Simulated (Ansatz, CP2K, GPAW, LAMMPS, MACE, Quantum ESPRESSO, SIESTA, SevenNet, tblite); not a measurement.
# Running glassy 70P2O5-10Al2O3-20CaO (mol %) (58 atoms) with tblite

How near does tblite come to plane waves for glassy 70P2O5-10Al2O3-20CaO (mol %) (58 atoms)?

Main program and level: tblite 0.8.0; the method is named at each step.

### Step 1. Starting point

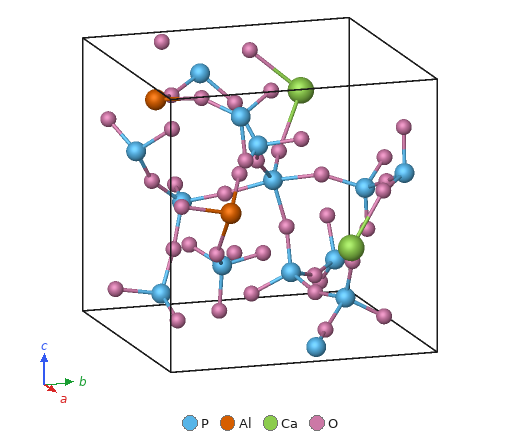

The starting structure, seen slightly off an axis (phosphorus blue, aluminium orange, calcium green, oxygen pink). Bonds to atoms that aren't drawn are left out.

The cell holds 58 atoms: 14 P, 2 Al, 2 Ca and 40 O. Cell: a = 9.332 Å, b = 9.332 Å, c = 9.332 Å, α = 90.0°, β = 90.0°, γ = 90.0°. 58 atoms (14 P, 2 Al, 2 Ca, 40 O) placed at random at 2.49 g/cm³, melted at 4000 K for 10 ps at fixed volume with the Morse and Coulomb pair potential with partial charges (Pedone, Malavasi, Menziani, Cormack and Segre, J. Phys. Chem. B 110, 11780 (2006)). Quenched from 4000 K to 300 K at 5 K/ps and fixed volume, held 10 ps at zero pressure.

The yardstick, on the same geometry:

| Quantity | Value |
| --- | --- |
| method | Kohn-Sham DFT, PBE, SSSP efficiency 1.3.0 pseudopotentials, plane waves (Quantum ESPRESSO 7.5); sssp-pbe-1.3.0-efficiency, cutoffs 60/480 Ry, Γ point |
| r.m.s. force component | 1.709 eV/Å |
| longest force | 7.441 eV/Å |
| pressure | 2.23 GPa |
| gap (highest filled to lowest empty level) | 0.7053 eV |
| time | 2.3 min on 2 MPI ranks of Arm Neoverse V2, shared host |
| CPU time | 4.6 min |

### Step 2. GFN1-xTB

Method: GFN1-xTB tight binding, diagonalisation.

The input, run.py:

```python
import numpy as np
from ase.io import read
from tblite.ase import TBLite

atoms = read("structure.xyz")
atoms.calc = TBLite(method="GFN1-xTB", electronic_temperature=580, accuracy=1.0, max_iterations=250, mixer_damping=0.4, verbosity=1)
energy = atoms.get_potential_energy()
forces = atoms.get_forces()
print(f"energy {energy:.6f} eV")
print("forces (eV/A)")
for i, (a, f) in enumerate(zip(atoms, forces)):
    print(f"{i:4d} {a.symbol:2s} {f[0]:10.5f} {f[1]:10.5f} {f[2]:10.5f}")
stress = -atoms.get_stress(voigt=False) * 160.21766
print("stress (GPa, compression positive)")
for row in stress:
    print(" ".join(f"{x:10.4f}" for x in row))
print("charges (e)")
print(np.array2string(atoms.get_charges(), precision=4, suppress_small=True, max_line_width=110, threshold=100000))
```

The input, structure.xyz:

```xyz
58
Lattice="9.33176 0.00000 0.00000 0.00000 9.33176 0.00000 0.00000 0.00000 9.33176" Properties=species:S:1:pos:R:3 pbc="T T T"
P 8.97099 5.21141 0.39641
P 2.28423 1.99214 0.95623
P 9.13038 2.51314 8.50917
P 4.82265 8.29789 4.67335
P 3.46768 5.52020 4.83926
P 1.68513 8.27914 1.51828
P 5.76451 4.24026 6.63889
P 6.69647 6.98660 1.44138
P 7.65578 8.74022 5.78886
P 5.85904 2.94660 2.65685
P 3.79532 6.03914 1.72722
P 1.77499 2.88967 3.90954
P 2.80466 0.94129 6.01759
P 5.04858 2.43932 9.07822
Al 8.17639 2.48299 4.99165
Al 7.18350 0.17954 8.82635
Ca 9.27745 6.33841 3.77106
Ca 0.94671 7.32823 7.20766
O 3.59301 1.93373 6.88647
O 8.33112 1.40798 9.04957
O 2.23654 6.13199 5.50900
O 0.33342 3.12334 4.16962
O 4.64106 8.43376 3.22095
O 5.78550 2.86840 1.09704
O 7.24863 7.05145 2.80559
O 1.94810 2.53525 2.36280
O 4.47980 4.61885 5.80594
O 3.57509 5.96094 3.23999
O 8.55256 3.77274 9.17835
O 7.51533 8.76066 7.32674
O 2.77695 7.20664 1.30813
O 0.49682 5.68715 8.60388
O 8.70998 7.64747 5.50378
O 0.41293 5.17353 1.68662
O 1.19167 2.37260 9.29079
O 7.70598 5.95357 0.65229
O 0.62541 8.10342 0.54283
O 8.17835 0.76156 5.34327
O 2.63706 4.11036 4.29625
O 5.38265 3.54887 8.06432
O 9.21661 2.65479 7.02066
O 4.41700 6.90466 5.14413
O 6.79436 8.31068 0.72573
O 6.69600 3.27601 5.95002
O 1.83098 0.28919 6.94554
O 5.83058 4.39153 2.96582
O 6.52383 5.49967 6.93686
O 3.67727 2.10702 0.34509
O 4.64666 2.19343 3.14611
O 2.20957 1.68980 4.81453
O 7.08066 2.35142 3.35355
O 3.89517 9.28407 5.44060
O 5.25611 6.40719 1.34415
O 2.20593 0.42021 1.21126
O 5.77356 1.19642 8.58494
O 3.42074 4.78197 1.00671
O 1.22321 8.16268 2.93027
O 6.23016 8.58093 5.20292
```

Launch:

```sh
> OMP_NUM_THREADS=1 python run.py > output.txt
```

What it wrote:

```text
------------------------------------------------------------
  cycle        total energy    energy error   density error
------------------------------------------------------------
      1     -215.1831054693  -2.1615863E+02   1.0356911E+00
      2     -207.3647671327   7.8183383E+00   1.0086387E+00
      3     -215.2961325367  -7.9313654E+00   6.2574741E-01
      4     -230.8531385220  -1.5557006E+01   1.8200525E-01
      5     -230.1530967890   7.0004173E-01   1.4682070E-01
      6     -231.7874789712  -1.6343822E+00   3.9186165E-02
      7     -231.7600512431   2.7427728E-02   3.6993248E-02
      8     -231.8197487598  -5.9697517E-02   1.8775026E-02
      9     -231.8287340919  -8.9853321E-03   9.7615358E-03
     10     -231.8317143422  -2.9802503E-03   5.4514690E-03
     11     -231.8335858600  -1.8715178E-03   1.3066419E-03
     12     -231.8336319856  -4.6125544E-05   7.5840548E-04
     13     -231.8336659110  -3.3925438E-05   2.1289950E-04
     14     -231.8336665298  -6.1884089E-07   1.2259666E-04
     15     -231.8336668318  -3.0197052E-07   9.1926460E-05
     16     -231.8336673576  -5.2580174E-07   2.7376627E-05
     17     -231.8336673796  -2.1975552E-08   1.8826558E-05
------------------------------------------------------------
 total:                                   2.094 sec
energy -6308.515417 eV
forces (eV/A)
   0 P     4.65829    0.05855    0.86017
   1 P    -0.49672   -3.06976    0.59869
   2 P    -0.98475    1.04534   -2.94650
   3 P    -1.85283    0.12760   -3.65823
   4 P    -0.62750    1.68254    1.18470
   5 P    -2.66816   -0.90888    1.62149
   6 P     3.84372    3.49571   -0.30124
   7 P     2.25609    0.32486    0.95741
   8 P     2.81618    0.02049    1.51875
   9 P    -3.26647    0.71384    5.15311
  10 P    -1.96603   -3.74546   -2.06900
  11 P     1.25830    1.00190    1.76977
  12 P     3.17467    1.86116    6.69684
  13 P     5.21856   -0.22697    0.42109
  14 Al   -2.32402   -0.14292   -0.95280
  15 Al   -0.76455   -1.08435    0.11680
  16 Ca   -0.07278    0.62960   -0.71043
  17 Ca   -0.10042    0.05725   -0.27028
  18 O    -0.47675   -0.70705   -1.15477
  19 O    -0.36396   -1.81954    1.00315
  20 O    -0.44993   -0.46512    0.33015
  21 O    -0.82657    0.39155   -0.00087
  22 O     0.70748    0.43228    0.15492
  23 O     0.18914   -0.61004   -5.34177
[...]
50 O     3.27580   -1.26734    0.86197
  51 O    -0.36705   -0.08958    0.17531
  52 O     0.18774    0.82306   -0.60576
  53 O     1.46597    2.77239   -0.23447
  54 O    -1.35516   -0.23135    0.17619
  55 O     0.36046    1.45689    0.58005
  56 O    -0.28694   -0.18446    1.10789
  57 O     0.88626   -0.31175    0.21719
stress (GPa, compression positive)
    4.4727     0.9297    -0.5271
    0.9297     4.9408     0.1524
   -0.5271     0.1524     1.2696
charges (e)
[ 0.55    0.5719  0.557   0.5531  0.579   0.5493  0.558   0.5614  0.5555  0.5491  0.5617  0.5634  0.5478
  0.5688  0.6515  0.669   0.8246  0.8061 -0.4367 -0.2745 -0.3264 -0.2506 -0.3621 -0.2252 -0.2895 -0.1071
 -0.1768 -0.1805 -0.2064 -0.3154 -0.1959 -0.3407 -0.296  -0.3731 -0.1401 -0.1945 -0.3588 -0.2958 -0.1924
 -0.1548 -0.2976 -0.2487 -0.2718 -0.2866 -0.3512 -0.4758 -0.3946 -0.0711 -0.4898 -0.1562 -0.3681 -0.201
 -0.1394 -0.1913 -0.2787 -0.3646 -0.3396 -0.1575]
```

Run time: 2.5 s. Hardware: 1 thread of Arm Neoverse V2, shared host; peak memory 0.12 GiB.

Banners, paths, timers and routine set-up lines are dropped from the logs unmarked, and long logs keep their key lines alone; longer cuts are marked.

Numbers from this run, and their distance from the reference:

| Property | Result |
| --- | --- |
| r.m.s. force component | 1.623 eV/Å |
| r.m.s. difference of force components | 492.4 meV/Å |
| longest difference of force vectors | 2496 meV/Å |
| force difference over r.m.s. force | 28.8 % |
| slope of forces against the reference's | 0.9094 |
| correlation of force components | 0.9577 |
| pressure | 3.561 GPa |
| pressure difference | 1.331 GPa |

Length of the force difference by element (eV/Å):

```tsv
element	atoms	mean	most
Al	2	0.95	1.3
Ca	2	0.82	0.97
O	40	0.60	1.2
P	14	1.2	2.5
```

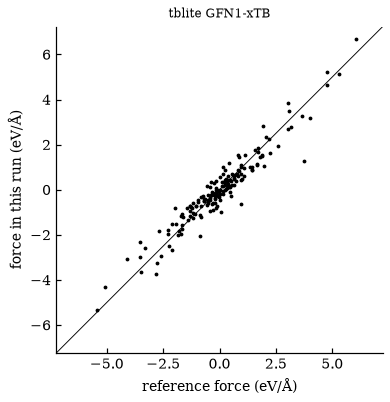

Force components against those of the reference; the line marks equality.

The surroundings of O49, which has 1 bonded neighbour where the commonest count for O is 2, nearest first, numbered as they follow in the input and with coordinates relative to it.

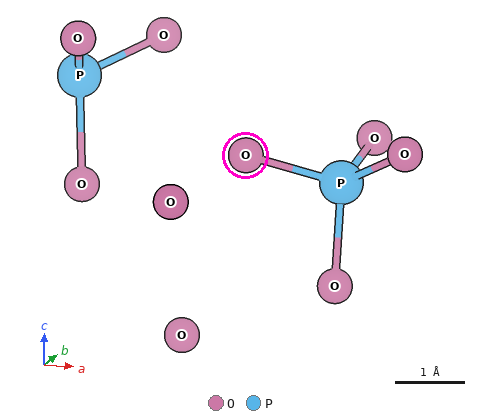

The atoms of the table, within 3.1 Å (arrows a, b, c point along x, y, z); some may hide others; the central atom is ringed.

```tsv
atom	x	y	z	distance (Å)	bonds	Mulliken charge (e)	Fx	Fy	Fz (eV/Å)
O49	0.00	0.00	0.00	0.00	1	-0.49	-0.53	-0.28	-0.46
P10	1.21	0.75	-0.49	1.51	4	0.55	-3.27	0.71	5.15
O24	1.14	0.67	-2.05	2.44	2	-0.23	0.19	-0.61	-5.34
O51	2.43	0.16	0.21	2.45	2	-0.37	3.28	-1.27	0.86
O46	1.18	2.20	-0.18	2.50	1	-0.48	0.27	1.93	-0.01
O26	-2.70	0.34	-0.78	2.83	2	-0.11	0.39	0.68	-0.44
O48	-0.97	-0.09	-2.80	2.97	2	-0.07	-2.50	0.34	-0.02
O50	-2.44	-0.50	1.67	3.00	2	-0.16	-1.08	0.66	-2.96
O39	-2.01	1.92	1.15	3.01	2	-0.19	-0.72	-2.01	-0.74
P12	-2.87	0.70	0.76	3.05	4	0.56	1.26	1.00	1.77
O23	-0.01	-3.09	0.07	3.09	1	-0.36	0.71	0.43	0.15
```

Atoms are counted from 1 here, from 0 in the log.

Forces lie 29 % from the reference's, at 0.0090 times its CPU time (on 1 against 2 cores).

### Step 3. Summary of results

```yaml
force_difference_from_the_reference: tblite GFN1-xTB, 29 %
its_cpu_time: 2.5 s
```

Tight binding differs by 29 % (tblite GFN1-xTB); it is another model, with fitted parameters of its own, and the xTB methods hold dispersion. One electronic-structure run takes under half the reference's CPU time: tblite GFN1-xTB, at 29 % in 2.5 s against 4.6 min. Periodic xTB results under one method name differ between programs and library versions. The reference's pressure holds the uncorrected Pulay stress of its 60 Ry basis, so small pressure differences, and their order, may be the reference's own error. In our tests on small cells the SSSP efficiency potentials stood apart from two norm-conserving sets, for C–F bonds most and for P–O bonds less, so differences between them and other runs here needn't be the other run's error. The quench rate of 5 K/ps is many orders above laboratory rates, so the cell is likely richer in defects and strain than a real sample. The network of bonds at the start is that of the classical potential that made the cell, and needn't be the one that DFT or experiment would give. The reference's stress is far from hydrostatic: its diagonal is 3.1, 3.5, 0.1 GPa, compression counted positive. The electronic-structure runs sample only Γ, in a cell whose shortest periodic width is 9 Å.

[Also dropped from logs without a mark: logging warnings of Python, and SIESTA's first energy breakdown and zero terms.]

[Logs are printed without paths, hosts, clocks, repeated set-up lines and the standing remarks that a program may print on its own settings, such as how far it seeks lower states.]

[Hosts, paths, dates, database ids (printed as entryN), source tags and the programs' standing remarks are cut or masked in the printed files.]
